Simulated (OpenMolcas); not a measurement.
# Ru⁵⁺ among point charges: CASSCF and CASPT2 levels and susceptibility

Aim: the splitting of the states of Ru⁵⁺ in the field of 6 point charges, its lowest levels with spin-orbit coupling and its magnetic susceptibility.

The numbers are computed with OpenMolcas 26.06 (state-averaged CASSCF and CASPT2, spin-orbit coupling by RASSI with atomic mean-field integrals), except any that are marked as measured or tabulated.

## (1) Starting point

| Item | Value |
| --- | --- |
| Species | Ru⁵⁺ (ruthenium, Z = 44, 39 electrons) |
| Basis | ANO-RCC-VDZP [6s5p3d1f], 43 functions |
| Scalar Hamiltonian | DKH2, point nucleus |
| Inactive shells | 1s 2s 2p 3s 3p 3d 4s 4p |
| Active space | 3 electrons in 5 orbitals (4d) |
| Some configurations of this space | 4d3 |
| Orbitals | optimised for each spin and parity, averaged over all roots |

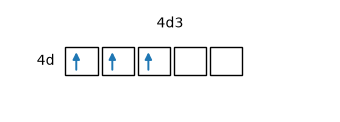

Occupation of the outer shells (arrows by Hund's rule).

The ion sits among 6 point charges of -1.7 e arranged as an octahedron (Oh), 2.13 Å from the ion.

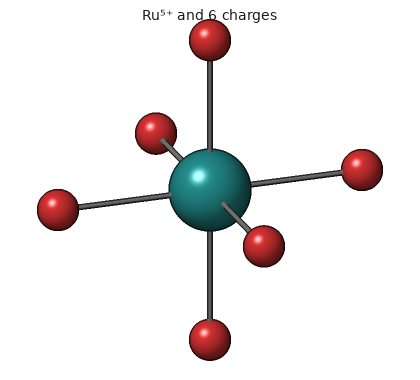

The ion and the point charges (red).

The work runs as a chain of OpenMolcas steps in one folder; each step below is one input file. Labels, J, g values, rates, χT and fits are worked out afterwards by a script from the matrices that RASSI stores. The input lists half of the charges; inversion (Group=XYZ) makes the rest.

## (2) One- and two-electron integrals

a.inp

```
&GATEWAY
Coord
1

Ru 0.0 0.0 0.0
Basis=ANO-RCC-VDZP
Group=XYZ
NoMove
AngMom=0.0 0.0 0.0
AMFI
XField
3 Angstrom 0
2.130000 0.000000 0.000000 -1.700000
0.000000 2.130000 0.000000 -1.700000
0.000000 0.000000 2.130000 -1.700000
&SEWARD
```

## (3) CASSCF: quartets of even parity, 10 roots

a.inp

```
&RASSCF
FileOrb=start.orb
Symmetry=1
Spin=4
nActEl=3 0 0
Inactive=9 9
Ras2=5 0
CIRoot=10 10 1
SDav=10
CIMx=300
Iter=120 100
PrWF=0.3
OrbListing=Nothing
MaxOrb=0
>>> COPY $Project.JobIph JOB001
```

start.orb holds the contracted functions of the basis, ordered by shell, or the orbitals of the step before.

## (4) CASSCF: doublets of even parity, 40 roots

a.inp

```
&RASSCF
FileOrb=start.orb
Symmetry=1
Spin=2
nActEl=3 0 0
Inactive=9 9
Ras2=5 0
CIRoot=40 40 1
SDav=40
CIMx=300
Iter=120 100
PrWF=0.3
OrbListing=Nothing
MaxOrb=0
>>> COPY $Project.JobIph JOB002
```

## (5) RASSI: spin-orbit coupling between the states

a.inp

```
&RASSI
NrOfJobIphs=2 10 40
1 2 3 4 5 6 7 8 9 10
1 2 3 4 5 6 7 8 9 10 11 12 13 14 15 16 17 18 19 20 21 22 23 24 25 26 27
28 29 30 31 32 33 34 35 36 37 38 39 40
IphNames
JOB001
JOB002
EJob
SpinOrbit
DIPRint=1.0
SOCoupling=1000.0
Subsets=2
Property=9
'ANGMOM' 1 'ANGMOM' 2 'ANGMOM' 3 'MLTPL  1' 1 'MLTPL  1' 2 'MLTPL  1' 3
'AMFI' 1 'AMFI' 2 'AMFI' 3
SOProperty=3
'ANGMOM' 1 'ANGMOM' 2 'ANGMOM' 3
```

## (6) CASPT2: IPEA 0.25, imaginary shift 0.1 (closed shells correlated: 4s 4p)

a.inp

```
>>> COPY JOB001 $Project.JobIph
&CASPT2
Multistate=10 1 2 3 4 5 6 7 8 9 10
NoMult
Frozen=8 6
IPEA=0.25
Imaginary=0.1
MaxIter=60
WThr=0.0 0.3 0.05
PrWF=0.5
NoMix
>>> COPY JOB002 $Project.JobIph
&CASPT2
Multistate=40 1 2 3 4 5 6 7 8 9 10 11 12 13 14 15 16 17 18 19 20 21 22
23 24 25 26 27 28 29 30 31 32 33 34 35 36 37 38 39 40
NoMult
Frozen=8 6
IPEA=0.25
Imaginary=0.1
MaxIter=60
WThr=0.0 0.3 0.05
PrWF=0.5
NoMix
```

(Steps that only read results are left out.)

Before running it: what results should come out? Wanted: spin-free ground state; first state of the same spin within the active space; lowest level; next level.

**Answer**, as computed:

```
                                            quantity                                                                        value
                                              method  SS-CASPT2, IPEA 0.25, imaginary shift 0.1 (closed shells correlated: 4s 4p)
                              spin-free ground state                                              4A2, 1-fold in its orbital part
first state of the same spin within the active space                                                             4T2 at 3640 cm⁻¹
                                        lowest level                                                                    4-fold Γ8
                                          next level                                                                  3546.9 cm⁻¹
                                         χT at 300 K                                                               0.60 cm³ K/mol
                           effective moment at 300 K                                                                      2.19 μB
```

Cost by method:

| method | time of its own steps | time with the reference |
| --- | --- | --- |
| A. CASSCF | 15 s | 15 s |
| B. SS-CASPT2, IPEA 0.25, imaginary shift 0.1, +4s 4p | 5.8 s | 20 s |

Times are of one thread on a shared host.

In words: The spin-free ground state (4A2) comes to 100 % from free-ion F terms and keeps the highest spin of the shell. χT at 300 K is 0.60, against 1.88 cm³ K/mol for the spin alone, so spin-orbit coupling lowers it. CASPT2 does not keep the components of a term degenerate, and the means are used. The field of point charges can differ much from that of real complexes. This is an electrostatic model: the charges have no orbitals.
